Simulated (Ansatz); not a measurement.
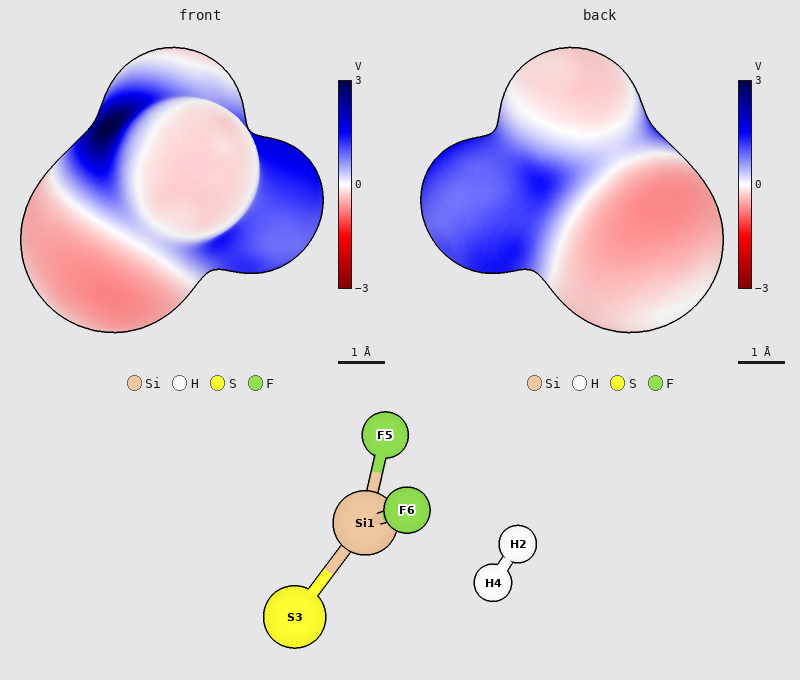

Figure 1: F₂SSi···H₂. The electrostatic potential painted on the density surface at 0.002 e/bohr³, seen from the front and from behind; the colour scale runs from red (negative) to blue (positive). The bare structure is drawn below in the same view.

The product side of a reaction path; geometry: PBE0-D4/def2-TZVP.

The calculation used Ansatz, RKS PBE0-D4/def2-TZVPP.

| atom | x (Å) | y (Å) | z (Å) |
| --- | --- | --- | --- |
| Si | 0.0952 | -0.1457 | 0.7352 |
| H | -0.3544 | 0.6171 | -1.5400 |
| S | 0.9492 | -1.8631 | 0.7633 |
| H | -0.0201 | -0.0588 | -1.5842 |
| F | -1.4397 | 0.1765 | 0.8473 |
| F | 0.7698 | 1.2739 | 0.7786 |

Describe the electrostatic potential map.

The most negative region (about −0.7 V, or −16 kcal/mol for a unit charge) lies over S3, the most positive (about +2.9 V, or +67 kcal/mol for a unit charge) over Si1.
